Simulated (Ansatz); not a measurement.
## Electronic structure of C6H18BN3 in real space

```xyz
28

C    -1.1559   -0.9723    2.0317
N    -0.8406    0.1264    1.1605
C    -1.4475    1.3645    1.5656
B    -0.0031   -0.0005    0.0014
N     0.8196    1.1003   -0.4138
C     1.1451    1.3697   -1.7875
C     1.4004    2.0428    0.5027
N     0.0117   -1.2282   -0.7426
C    -1.1347   -2.0845   -0.8773
C     1.1741   -1.7235   -1.4275
H    -2.2299   -1.2112    2.0356
H    -0.6089   -1.8647    1.7298
H    -0.8754   -0.7410    3.0690
H    -2.5381    1.2557    1.6495
H    -1.2461    2.1436    0.8313
H    -1.0835    1.7110    2.5443
H     2.2230    1.2809   -1.9897
H     0.6167    0.6800   -2.4446
H     0.8501    2.3915   -2.0654
H     1.1927    1.7490    1.5310
H     2.4918    2.0856    0.3793
H     1.0203    3.0643    0.3527
H    -1.3715   -2.2562   -1.9369
H    -0.9778   -3.0726   -0.4196
H    -2.0065   -1.6270   -0.4111
H     2.0332   -1.0843   -1.2271
H     1.4240   -2.7387   -1.0881
H     1.0300   -1.7759   -2.5169
```

Geometry: PBE0-D4/def2-TZVP.

Method: Ansatz, RKS PBE0-D4/def2-TZVPP.

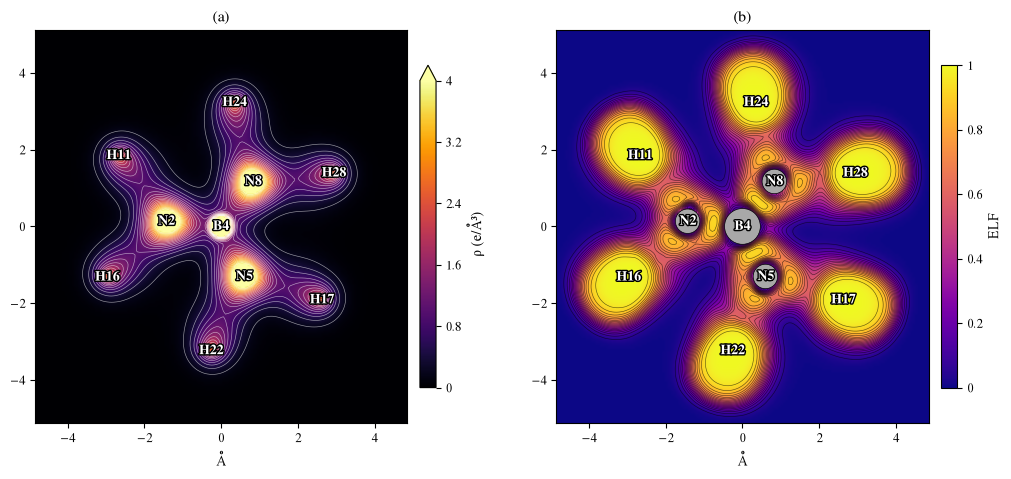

Figure 1. (a) total electron density; (b) ELF on the plane of atoms N5, B4 and N8. Grey discs cover the atomic cores in the ELF map.

> What does the map show?

- The plane passes through N, B and H nuclei.
- B–N (1.44 Å): the density is about 1.8 e/Å³ at the midpoint; the ELF peaks at about 0.90 between the atoms (a polar covalent bond).

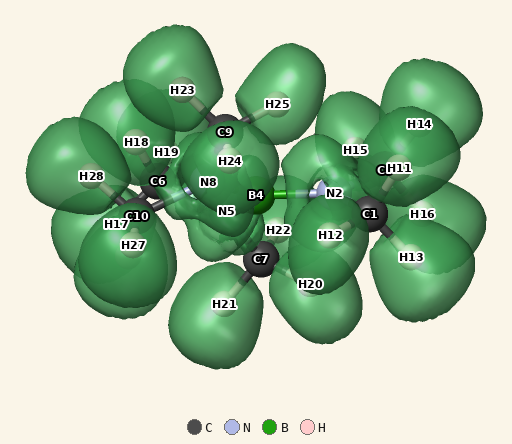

Figure 2. Isosurface of the ELF at 0.75 (green), seen from one side. Core shells and regions of very low density are left out.

> Identify the bonds, lone pairs and shells in this picture.

At this value the surface marks out 18 regions around hydrogen nuclei and three regions on N in which the atom's valence shell and bonds are merged.


 C–N (1.44 Å): the ELF peaks at about 0.90 between the atoms (a covalent bond).

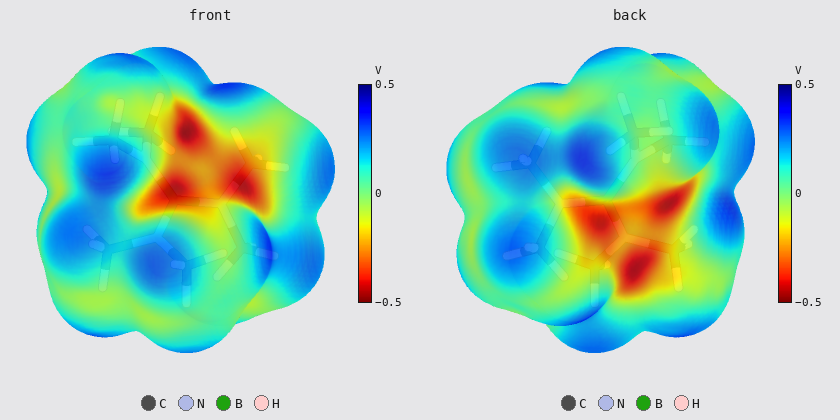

Figure 3. The electrostatic potential painted on the density surface at 0.001 e/bohr³, seen from the front and from behind; red is negative and blue positive.

> Where is the surface potential most negative and most positive?

The most negative region (about −0.4 V) lies over the C and N atoms, the most positive (about +0.3 V) over the H atoms.

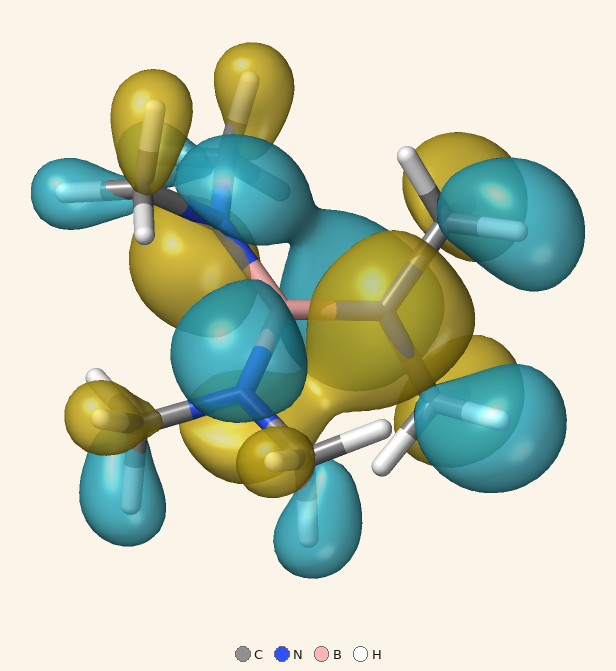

Figure 4. The HOMO at ±0.06 Å⁻³ᐟ² (yellow and cyan are the two phases), seen at an oblique angle.

> Where does this orbital lie, and at what energy?

It lies mainly on N2 (about 35 %), N5 (about 10 %), N8 (about 10 %) and B4 (about 5 %). It is one of a degenerate set, so its orientation is arbitrary. Its energy is −5.83 eV.
